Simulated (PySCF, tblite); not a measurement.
# C₅H₁₁NOSi: geometry, infrared bands and NMR shifts

What infrared bands and NMR shifts should C₅H₁₁NOSi (`NC(=O)[C@H]1CC[SiH2]C1`) show?

Programs: tblite 0.8.0 and PySCF 2.14.0, with density-fitted response routines of our own. Each step states its level of theory. These are calculated values for one molecule in the gas phase, unless marked as measured. Atoms are numbered from 0 throughout.

## Step 1: The starting structure

19 atoms, charge 0, multiplicity 1; geometry from: force field or distance geometry start.

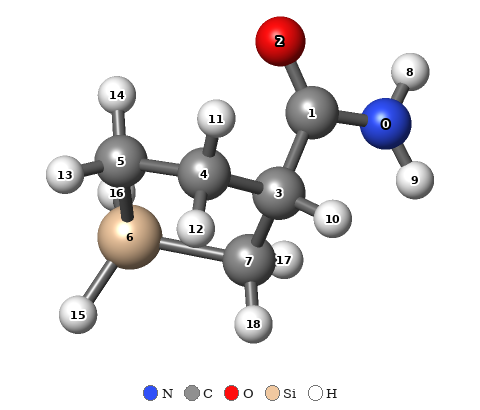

As it starts; nitrogen blue, carbon grey, oxygen red, silicon light orange, hydrogen white, atoms numbered; sticks join atoms by distance.

## Step 2: Relaxing the molecule with GFN2-xTB

The job: settings as JSON, then the geometry in Å.

```
{"job": {"kind": "relax", "xc": "GFN2-xTB", "basis": "xTB"}, "charge": 0, "multiplicity": 1}
N      2.392200     0.673500     1.090000
C      1.089000     0.261800     1.226500
O      0.449100     0.582800     2.220900
C      0.581000    -0.631100     0.100900
C     -0.814100    -1.235500     0.416900
C     -1.899800    -0.160800     0.162500
Si    -1.266300     0.873300    -1.308800
C      0.505500     0.116800    -1.239500
H      2.774400     1.265100     1.816200
H      2.963300     0.415200     0.313500
H      1.305200    -1.459500     0.019600
H     -0.888400    -1.622800     1.434300
H     -0.993100    -2.080900    -0.255900
H     -2.862200    -0.618300    -0.045300
H     -1.999800     0.497300     1.042800
H     -1.941500     0.511800    -2.567100
H     -1.246100     2.327700    -1.007500
H      1.253400     0.888300    -1.360900
H      0.588500    -0.595400    -2.066500
```

The run is started by

```console
OMP_NUM_THREADS=1 python probes_run.py task.json out
```

One launch serves the whole session: the jobs run in the order shown.

**Question.** This job is followed by: GFN2-xTB harmonic vibrations, gas phase; GIAO PBE0/pcSseg-1 NMR shielding, non-relativistic, gas phase. What will the session give for the following? strongest single infrared mode (GFN2-xTB); zero-point energy (GFN2-xTB); ¹³C shifts against TMS (PBE0/pcSseg-1); ¹H shifts against TMS (PBE0/pcSseg-1); ¹⁵N shifts against NH3 (PBE0/pcSseg-1); ¹⁷O shifts against H2O (PBE0/pcSseg-1); ²⁹Si shifts against TMS (PBE0/pcSseg-1).

**Answer**, as computed:

| quantity | value |
| --- | --- |
| strongest single infrared mode (GFN2-xTB) | 2153 cm⁻¹, 433 km/mol |
| zero-point energy (GFN2-xTB) | 95.8 kcal/mol |
| ¹³C shifts against TMS (PBE0/pcSseg-1) | 180.8, 47.7, 34.4, 16.5, 6.9 ppm |
| ¹H shifts against TMS (PBE0/pcSseg-1) | 4.85, 4.69, 4.50, 4.27, 2.60, 1.97, 1.52, 0.91, 0.84, 0.77, 0.41 ppm |
| ¹⁵N shifts against NH3 (PBE0/pcSseg-1) | 114.0 ppm |
| ¹⁷O shifts against H2O (PBE0/pcSseg-1) | 404.5 ppm |
| ²⁹Si shifts against TMS (PBE0/pcSseg-1) | -36.2 ppm |

**Reading.** The optimisation took 153 steps and gained 0.239 eV; among the close pairs (by a distance rule), Si6–H16 changed most, from 1.485 to 1.452 Å. No mode is imaginary among the 51: a minimum at this level. The strongest single mode, at 2153 cm⁻¹, moves mainly H15. GFN2-xTB is a fitted tight-binding method: band positions and strengths are rough. Its intensities can rank the bands wrongly. At PBE0/pcSseg-1: Shielding is most anisotropic at O2 (span 679 ppm, paramagnetic term -473 ppm).
